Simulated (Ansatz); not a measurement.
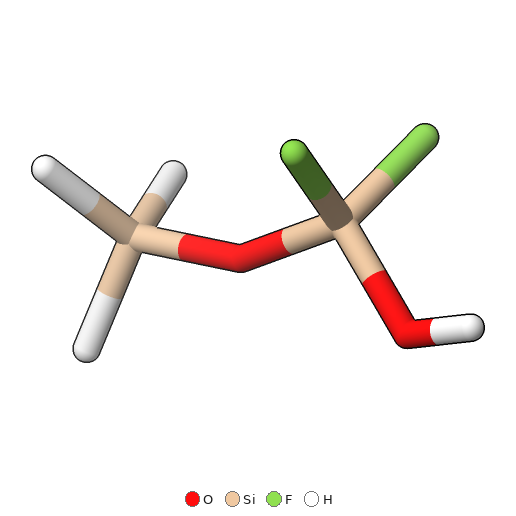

A stick model of a molecule. Every bond is drawn as one stick, whatever its order.

Computed geometry: PBE0-D4/def2-TZVP optimisation.

Which formula does it have?

F₂H₄O₂Si₂, 10 atoms: 2 fluorine, 4 hydrogen, 2 oxygen and 2 silicon.

Write the SMILES.

O[Si](F)(F)O[SiH3]

How many bonds of each kind are drawn?

3 O–Si, 3 Si–H, 2 F–Si, 1 O–H.

Name functional groups in it.

Among them: Si–H bond, Si–O bond.

More results for the same structure follow; atom numbers are the same in all pictures, views and colours differ.

**Dipole moment**

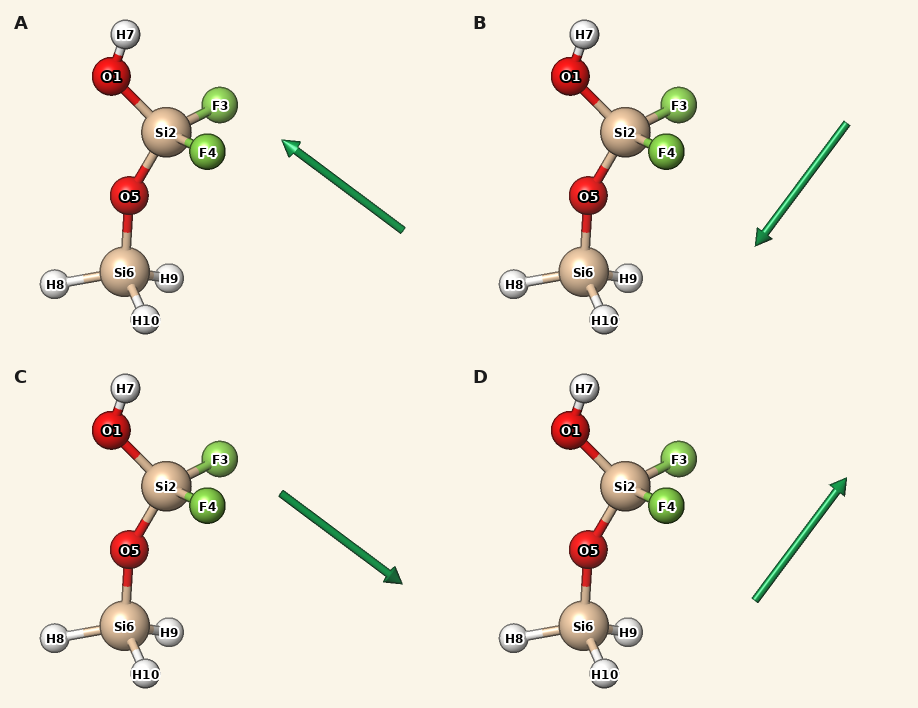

The same molecule four times, each with an arrow. Properties computed with RKS PBE0-D4/def2-TZVP (Ansatz 0.2.0).

Which arrow points along the dipole moment, from the negative to the positive end?

A. The dipole moment is 0.63 D; it points from the side of H9 to the side of H7 (the outermost atoms at the two ends).

**Charges**

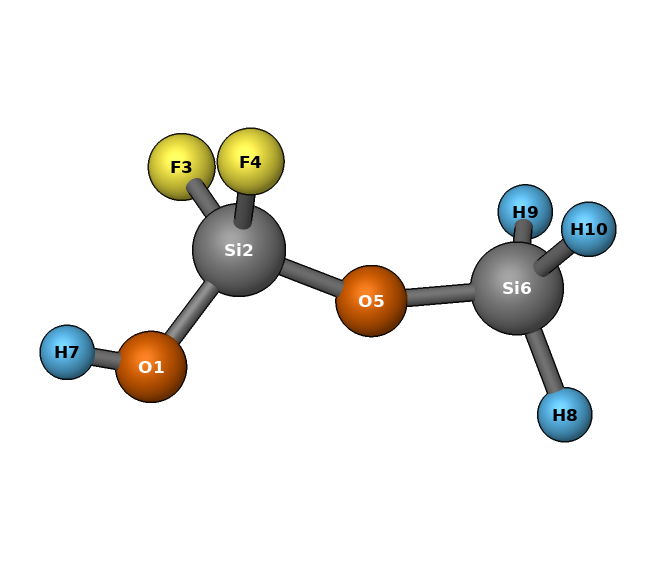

The questions are on Mulliken charges. Properties computed with RKS r2SCAN-D4/def2-TZVPP (Ansatz 0.2.0).

Which atom carries the highest charge (most positive or least negative)?

Si2 (0.91 e).

And the lowest?

O1 (−0.38 e).

List the Mulliken charges.

```
atom  value (e)
  O1      −0.38
 Si2       0.91
  F3      −0.30
  F4      −0.30
  O5      −0.36
 Si6       0.43
  H7       0.21
  H8      −0.07
  H9      −0.07
 H10      −0.07
```

**Vibrations**

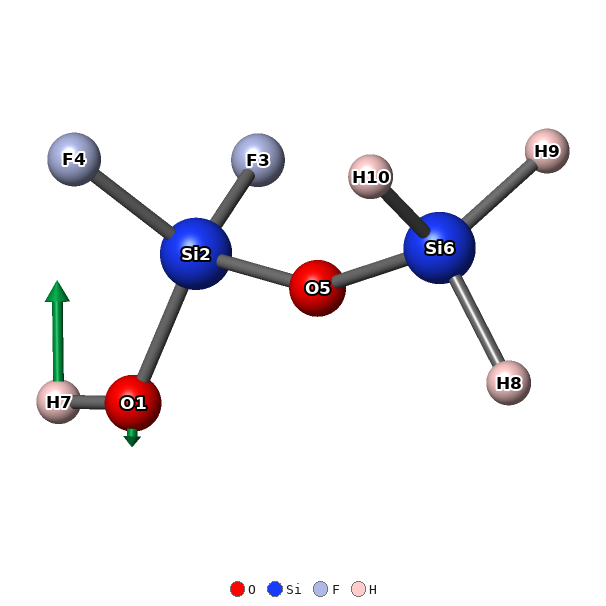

The arrows show one normal mode. Harmonic vibrations computed with RKS PBE0-D4/def2-TZVP (Ansatz 0.2.0) at a stationary point of the same level.

At what wavenumber does it lie?

791 cm⁻¹; it is mode 13 of 24 counted from the lowest.

Mulliken values depend strongly on the basis set and can even reverse the polarity of a bond.
